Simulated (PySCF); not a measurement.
**NMR shielding calculation of CH₆B₂O**

The run: NMR shielding calculation of CH₆B₂O. Method and program: GIAO BHandHLYP/pcSseg-2 NMR shielding, non-relativistic, gas phase (PySCF 2.14.0).

The geometry comes from this level: PBE0-D3(BJ)/def2-SVP. Figures and captions count atoms from 1; the log counts them from 0 in places.

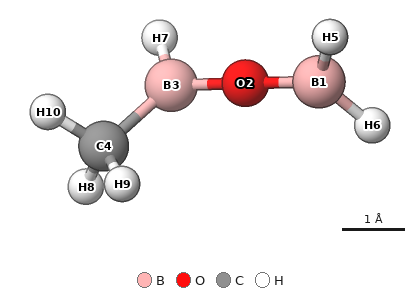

*The structure (ball-and-stick view, seen at a tilt; atoms are numbered from 1 in the order of the input).*

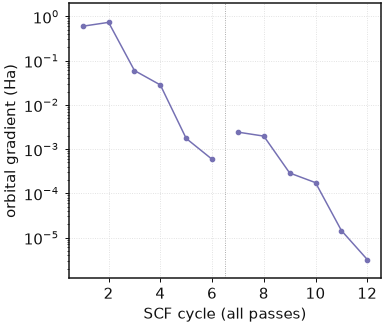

*Convergence of the self-consistent field: orbital gradient against the SCF cycle. The dotted line marks the change from a coarse to the final integration grid.*

The first 6 cycles use a coarse grid, the final grid takes over at cycle 7, and the field converges after 12 cycles in all.

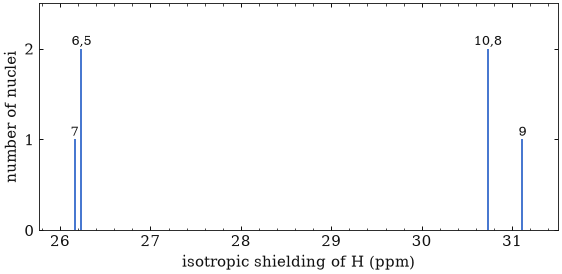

*Isotropic shieldings of the hydrogen nuclei in this fixed geometry, labelled by atom number; shielding grows to the right, so chemical shift grows to the left.*

The least shielded is H7 (26.2 ppm), the most shielded H9 (31.1 ppm).

These pictures come from the run below.

Input file:
```
{"job": {"kind": "nmr", "xc": "BHandHLYP", "basis": "pcSseg-2", "pop": false}, "charge": 0, "multiplicity": 1}
B      2.231594    -0.387610     0.237608
O      1.056999     0.134421    -0.108633
B     -0.130028     0.651699    -0.462469
C     -1.452259    -0.174274    -0.328057
H      2.614438    -0.251345     1.378302
H      2.874815    -0.982529    -0.598334
H     -0.120371     1.787523    -0.890443
H     -1.922209    -0.280524    -1.321134
H     -1.313819    -1.173830     0.108237
H     -2.180576     0.387229     0.281577
```

The first line tells a small driver script what to run in PySCF; the rest is the geometry in Å.

Command:
```bash
OMP_NUM_THREADS=1 python <driver script> task.json out
```

Log:
```
coarse grid: 8064 points
cycle   1  E = -166.6163995373  dE =  2.687e-01  |g| = 5.985e-01  |ddm| = 1.934e+00
cycle   2  E = -166.5916175304  dE =  2.478e-02  |g| = 7.317e-01  |ddm| = 5.586e-01
cycle   3  E = -166.6851980572  dE = -9.358e-02  |g| = 5.957e-02  |ddm| = 3.019e-01
cycle   4  E = -166.6858021036  dE = -6.040e-04  |g| = 2.818e-02  |ddm| = 5.181e-02
cycle   5  E = -166.6859965470  dE = -1.944e-04  |g| = 1.741e-03  |ddm| = 1.938e-02
cycle   6  E = -166.6859974614  dE = -9.143e-07  |g| = 5.886e-04  |ddm| = 2.582e-03
final grid: 77064 points
cycle   7  E = -166.6905212247  dE = -3.547e-05  |g| = 2.417e-03  |ddm| = 3.035e-02
cycle   8  E = -166.6905215929  dE = -3.682e-07  |g| = 1.966e-03  |ddm| = 2.813e-03
cycle   9  E = -166.6905224338  dE = -8.408e-07  |g| = 2.882e-04  |ddm| = 1.075e-03
cycle  10  E = -166.6905224418  dE = -8.040e-09  |g| = 1.743e-04  |ddm| = 1.818e-04
cycle  11  E = -166.6905224477  dE = -5.916e-09  |g| = 1.443e-05  |ddm| = 7.835e-05
cycle  12  E = -166.6905224478  dE = -5.781e-11  |g| = 3.192e-06  |ddm| = 1.360e-05
converged SCF energy = -166.6905224478

GIAO shielding tensors (ppm)
atom      isotropic    diamagn.    paramagn.     s11        s22        s33       span
  0 B       59.867     192.145    -132.278     14.903     58.246    106.451     91.548
  1 O       15.645     410.912    -395.267   -118.800     49.385    116.351    235.150
  2 B       55.532     192.540    -137.008     -0.426     66.045    100.976    101.403
  3 C      174.551     242.533     -67.982    158.245    173.231    192.177     33.931
  4 H       26.237      29.381      -3.144     25.556     26.185     26.971      1.414
  5 H       26.237      28.837      -2.600     25.556     26.196     26.959      1.403
  6 H       26.161      28.631      -2.470     24.806     25.052     28.625      3.820
  7 H       30.748      28.866       1.882     27.664     28.551     36.030      8.366
  8 H       31.115      31.093       0.022     27.879     29.242     36.223      8.344
  9 H       30.715      29.249       1.466     27.640     28.507     35.999      8.359
```

Key numbers:

| quantity | value |
| --- | --- |
| outcome | converged |
| total energy | −166.690522 hartree |
| HOMO | −9.95 eV |
| LUMO | 0.27 eV |
| dipole moment | 0.67 D |
| isotropic shielding, B | 55.5 to 59.9 ppm |
| isotropic shielding, O | 15.6 ppm |
| isotropic shielding, C | 174.6 ppm |
| isotropic shielding, H | 26.2 to 31.1 ppm |
| hardware | 1 CPU thread, shared host |
| wall time | 16 s |
| peak memory | 1.1 GiB |
